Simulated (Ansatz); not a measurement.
# Al: response to strain

Al is deformed so: equal xx and yy strain of +3 %. What stress and forces result, by LAPW, PAW and all-electron datasets made for the crystal?

Program: Ansatz 0.2.0. Level of theory: DFT PBEsol, scalar-relativistic. These are calculated values, not measurements.

## (1) Starting point

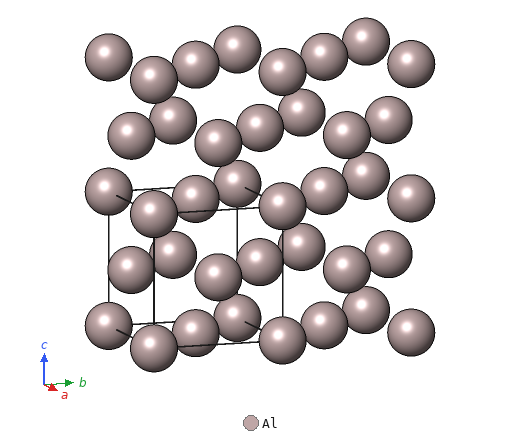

The starting structure, seen slightly off an axis (aluminium light grey). 1×2×2 cells are drawn. Atoms on the faces are drawn again on the opposite ones. The cell drawn here is the conventional one.

Coordinates:

```xyz
1
Lattice="0.0000 2.0240 2.0240 2.0240 0.0000 2.0240 2.0240 2.0240 0.0000" Properties=species:S:1:pos:R:3 pbc="T T T"
Al    0.0000    0.0000    0.0000
```

## (2) The deformed structure

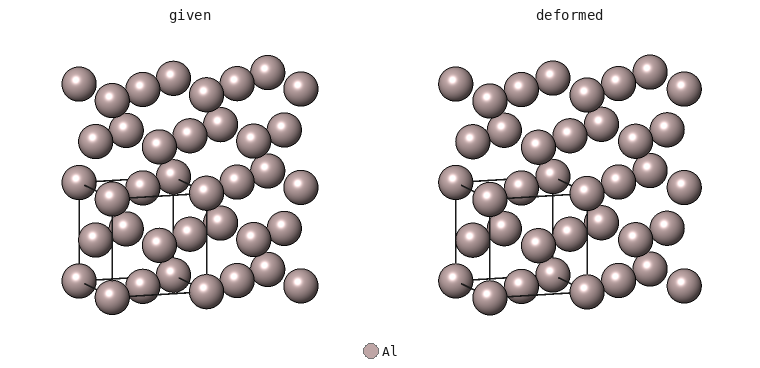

Given and deformed, at one scale.

Space group Fm-3m before, I4/mmm after.

## (3) Full-potential LAPW

File input.yaml:

```yaml
crystal:
  lattice:
    - [0.0, 2.0846994, 2.02398]
    - [2.0846994, 0.0, 2.02398]
    - [2.0846994, 2.0846994, 0.0]
  atoms:
    - { symbol: Al, position: [0.0, 0.0, 0.0] }
kpoints:
  mp_grid: { grid: [14, 14, 14] }
  band_path:
    path:
      - [0.0, 0.0, 0.0]
      - [0.0, 0.5, 0.5]
      - [0.25, 0.75, 0.5]
      - [0.0, 0.5, 0.0]
      - [0.0, 0.0, 0.0]
      - [0.5, 0.5, 0.0]
      - [0.3826125, 0.6173875, 0.0]
      - [-0.3826125, 0.3826125, 0.0]
      - [0.0, 0.0, 0.0]
    npoints: 5
scf:
  occupations: { method: fermi_dirac, width: 0.05 }
hamiltonian:
  xc: pbesol
  pseudopotentials: { kind: all_electron, lapw: { basis_error: 0.001 } }
output:
  forces: true
  stress: true
  eigenvalues: true
```

The run is started by

```console
ansatz run input.yaml --threads 1 --pin off --max-ram 3072MiB --backend cpu --events-out ev --progress --plain --runs-dir out
```

Log, shortened:

```text
LAPW: plane waves up to 5.715 Å⁻¹, error target 1.0e-3 eV per atom; small_component_spin mean_spin; Al in spheres of 1.453 Å, 11 of its electrons in bands, Dirac shells []
[...]
Pseudopotentials: kind: all_electron
Pseudopotential: Al, LAPW, valence charge 11, Koelling and Harmon's equation, gaussian nucleus
Functional definition: PBEsol
[...]
Crystal: 1 atoms, lattice volume = 17.592 Å³
Basis set: ecut = 124.42530091918636 eV, 59 PW (Γ), exchange–correlation at level 2
Bands: 10, of which v1, the nominal top of the filled ones, is band 6 counted from 1 (5 counted from 0)
Symmetry: 16 space group operations
Space group: I4/mmm (ITA 139), of the structure as read, at distance tolerance 2.6e-5 Å
k-points: 244 of 2744
[...]
SCF iter   1: F=—  HF=-6594.571244 eV  |F-HF|=—  |Δ(HF+E_count)|=         —  Δρ=1.02e-2  dr2=1.07e-2  ethr=9.62e-5  ⟨swp⟩=3.2  Hψ=18755  notcnv=0
[...]
SCF iter   5: F=-6594.544302 eV  HF=-6594.544302 eV  |F-HF|=1.49e-9  |Δ(HF+E_count)|=   1.55e-9  Δρ=1.42e-6  dr2=1.36e-10  ethr=5.46e-9  ⟨swp⟩=2.0  Hψ=6733  notcnv=0
[...]
NSCF: frozen V_eff on 41 k-points
SCF converged after 5 iterations
Free energy (F): -6594.544302 eV
[...]
E sigma→0 (E₀):  -6594.541923 eV
Entropy (-TS):   -0.004760 eV (-4.760 meV/atom)
Fermi energy:    8.991270 eV
[...]
--- Forces (eV/Å), atoms counted from 1 ---
  atom   1  Al    -0.00000000     0.00000000     0.00000000
[...]
--- Stress (GPa, compression-positive) ---
       -5.714531       0.000000       0.000000
        0.000000      -5.714531       0.000000
        0.000000       0.000000      -5.410813
  P = ⅓ Tr σ = -5.6133 GPa (-56.133 kbar)
--- Band table (eV; the first three rows and the last of 244) ---
  k-point 0: bands = ["-94.1464", "-55.8195", "-55.8195", "-55.8176", "-1.6918", "21.1651", "21.1651", "21.4680", "22.2084", "22.2957"]
[...]
```

Wall time 6.4 s (1 thread of Arm Neoverse V1, shared host); peak memory 0.24 GiB.

In short: pressure -5.61 GPa; no gap.

## (4) PAW on the default files

File input.yaml:

```yaml
crystal:
  lattice:
    - [0.0, 2.0846994, 2.02398]
    - [2.0846994, 0.0, 2.02398]
    - [2.0846994, 2.0846994, 0.0]
  atoms:
    - { symbol: Al, position: [0.0, 0.0, 0.0] }
kpoints:
  mp_grid: { grid: [14, 14, 14] }
scf:
  occupations: { method: fermi_dirac, width: 0.05 }
hamiltonian:
  xc: pbesol
  pseudopotentials: { kind: paw }
output:
  forces: true
  stress: true
  eigenvalues: true
  efg: { contact_densities: true }
```

The run is started by

```console
ansatz run input.yaml --threads 1 --pin off --max-ram 3072MiB --backend cpu --events-out ev --progress --plain --runs-dir out
```

Log, shortened:

```text
[...]
Pseudopotentials: kind: paw
Pseudopotential: Al, paw, valence charge 3, recommended cutoff 420 eV (normal)
[... 1 set-up line as earlier in the session ...]
[...]
Crystal: 1 atoms, lattice volume = 17.592 Å³
Basis set: ecut = 420 eV, 331 PW (Γ), exchange–correlation on 40×40×40 points (8 copies of the dense FFT grid, shifted against one another)
Bands: 6, of which v1, the nominal top of the filled ones, is band 2 counted from 1 (1 counted from 0)
[... 2 set-up lines as earlier in the session ...]
k-points: 244 of 2744
[...]
SCF iter   1: F=—  HF=-524.514037 eV  |F-HF|=—  |Δ(HF+E_count)|=         —  Δρ=5.85e-4  dr2=2.70e-5  ethr=1.77e-3  ⟨swp⟩=4.7  Hψ=12926  notcnv=0
[...]
SCF iter   6: F=-524.514063 eV  HF=-524.514063 eV  |F-HF|=1.14e-13  |Δ(HF+E_count)|=  1.71e-12  Δρ=1.11e-8  dr2=1.91e-14  ethr=1.00e-12  ⟨swp⟩=1.8  Hψ=4728  notcnv=0
[...]
SCF converged after 6 iterations
Free energy (F): -524.514063 eV
[...]
E sigma→0 (E₀):  -524.511681 eV
Entropy (-TS):   -0.004764 eV (-4.764 meV/atom)
Fermi energy:    7.222823 eV
[...]
--- Forces (eV/Å), atoms counted from 1 ---
  atom   1  Al    -0.00000000     0.00000000    -0.00000000
[...]
--- Stress (GPa, compression-positive) ---
       -5.737531       0.000000       0.000000
        0.000000      -5.737531       0.000000
        0.000000      -0.000000      -5.424574
  P = ⅓ Tr σ = -5.6332 GPa (-56.332 kbar)
--- PAW observables at the nuclei: V_zz in 10²¹ V/m², potentials from the cell's mean, atoms counted from 1 ---
  atom   1  Al V_zz =    -0.098928   η = 0.0000   by run symmetry: allowed
            electrostatic potential = -1228.496507 V   contact ρ = 10045.948384 e/Å³
--- Band table (eV; the first three rows and the last of 244) ---
  k-point 0: bands = ["-3.4530", "19.3162", "19.3162", "19.6198", "20.4399", "20.5271"]
[...]
```

It took 2.2 s on 1 thread of Arm Neoverse V1, shared host; peak memory 0.29 GiB.

Result: pressure -5.63 GPa; no gap; Vzz Al -0.10 (η = 0.00) (10²¹ V/m²).

## (5) All-electron PAW on datasets made for the crystal

Changes to input.yaml since step 4:

```diff
@@ -13,3 +13,3 @@
   xc: pbesol
-  pseudopotentials: { kind: paw }
+  pseudopotentials: { kind: all_electron, datasets: crystal }
 output:
```

The run is started by

```console
ansatz run input.yaml --threads 1 --pin off --max-ram 3072MiB --backend cpu --events-out ev --progress --plain --runs-dir out
```

Log, shortened:

```text
[...]
[... 1 set-up line as earlier in the session ...]
Pseudopotential: Al, paw, valence charge 3, recommended cutoff 140 eV (normal), Koelling and Harmon's equation, gaussian nucleus
[... 1 set-up line as earlier in the session ...]
[...]
Crystal: 1 atoms, lattice volume = 17.592 Å³
Basis set: ecut = 140 eV, 63 PW (Γ), exchange–correlation on 24×24×24 points (8 copies of the dense FFT grid, shifted against one another)
Bands: 6, of which v1, the nominal top of the filled ones, is band 2 counted from 1 (1 counted from 0)
[... 2 set-up lines as earlier in the session ...]
k-points: 244 of 2744
[...]
SCF iter   1: F=—  HF=-6594.527504 eV  |F-HF|=—  |Δ(HF+E_count)|=         —  Δρ=2.00e-2  dr2=6.58e-2  ethr=1.87e-3  ⟨swp⟩=2.7  Hψ=8927  notcnv=0
[...]
In the spheres:  the bands' charges fall short by 5.0e-7 e at most (sound up to 1e-3)
Fermi energy:    8.991215 eV
[...]
  The terms above E_closure are by the made datasets' own strengths, without shells solved beside the bands.
--- Forces (eV/Å), atoms counted from 1 ---
  atom   1  Al     0.00000000     0.00000000     0.00000000
[...]
--- Stress (GPa, compression-positive) ---
       -5.719898       0.000000       0.000000
        0.000000      -5.719898       0.000000
        0.000000       0.000000      -5.415924
  P = ⅓ Tr σ = -5.6186 GPa (-56.186 kbar)
--- PAW observables at the nuclei: V_zz in 10²¹ V/m², potentials from the cell's mean, atoms counted from 1 ---
  atom   1  Al V_zz =    -0.097325   η = 0.0000   by run symmetry: allowed
            electrostatic potential = -1227.194803 V   contact ρ = 10052.020329 e/Å³
--- Band table (eV; the first three rows and the last of 244) ---
  k-point 0: bands = ["-1.6918", "21.1652", "21.1652", "21.4681"]
[...]
```

Wall time 5.6 s (1 thread of Arm Neoverse V1, shared host); peak memory 0.26 GiB.

This run gives: pressure -5.62 GPa; no gap; Vzz Al -0.10 (η = 0.00) (10²¹ V/m²).

## (6) Side by side

Stress (GPa, compression positive):

| method | xx | yy | zz | yz | xz | xy |
| --- | --- | --- | --- | --- | --- | --- |
| LAPW | -5.71 | -5.71 | -5.41 | 0.00 | 0.00 | 0.00 |
| PAW | -5.74 | -5.74 | -5.42 | 0.00 | 0.00 | 0.00 |
| crystal datasets | -5.72 | -5.72 | -5.42 | 0.00 | 0.00 | 0.00 |

| method | pressure (GPa) | Vzz Al (10²¹ V/m²) | SCF cycles, all passes |
| --- | --- | --- | --- |
| LAPW | -5.61 | – | 5 |
| PAW | -5.63 | -0.10 | 6 |
| crystal datasets | -5.62 | -0.10 | 5 |

## (7) What came out

```
                                 quantity                                              value
                                 pressure  LAPW -5.61, PAW -5.63, crystal datasets -5.62 GPa
largest shear or deviatoric stress (LAPW)                                           0.20 GPa
```

The largest part of the stress beyond the pressure is 0.20 GPa in size, in the zz component. No run of the undeformed cell stands beside it, so the pressure holds what the given cell had before the change. PAW: stress within 0.02 GPa of LAPW. Crystal datasets: stress within 0.01 GPa of LAPW.
